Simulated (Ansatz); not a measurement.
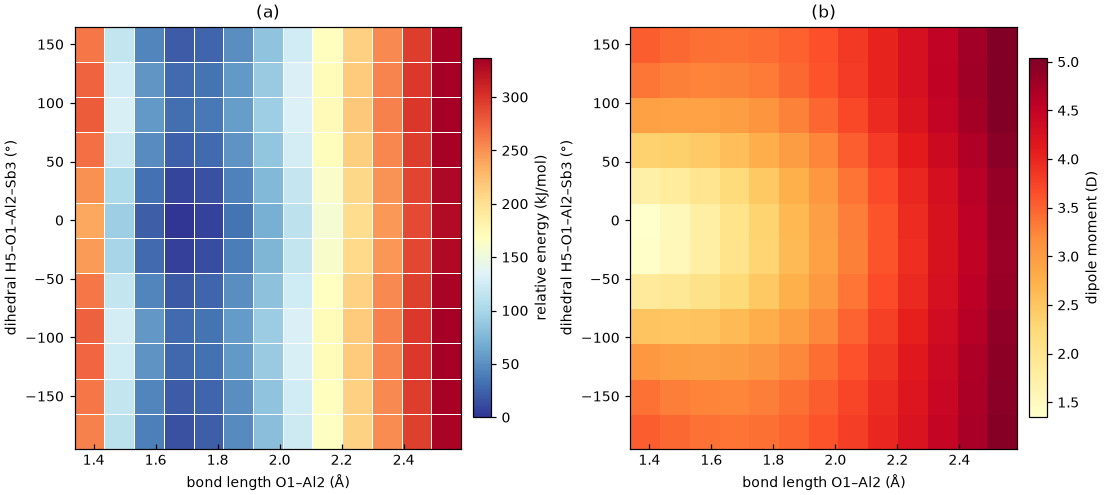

AlBrH₃OSb, SMILES [OH][AlH][SbH][Br]. 
- First axis: bond length O1–Al2. Second axis: dihedral H5–O1–Al2–Sb3.
- Nothing is relaxed (all other coordinates rigid).
- Grid: 13 × 12 points.
- Points are written as (first, second).
- Energies: kJ/mol, counted from the lowest grid point.
- The reference is spin-restricted, which grows unreliable where a bond is stretched far.
- Level of theory: Ansatz 0.2.0, RKS CAM-B3LYP-D4/def2-SVP.

Panel (a) is the energy and panel (b) the computed dipole moment on the same grid.

In the figure: one coloured cell a grid point.

Q: How does the dipole moment vary over the map, and what is it at the lowest grid point?

A: Leaving out the highest fifth of the energies, it runs from 1.35 D at (1.387 Å, 0°) to 4.54 D at (2.346 Å, 120°). At the lowest grid point, (1.675 Å, 0°), it is 2.03 D.
